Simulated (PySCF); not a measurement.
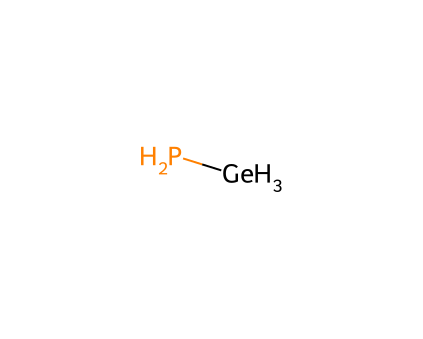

(Drawn from a calculation with PySCF.)

Skeletal drawing of a molecule.

> Give its SMILES.

[PH2][GeH3]

> Give the formula, hydrogens included.

GeH5P.
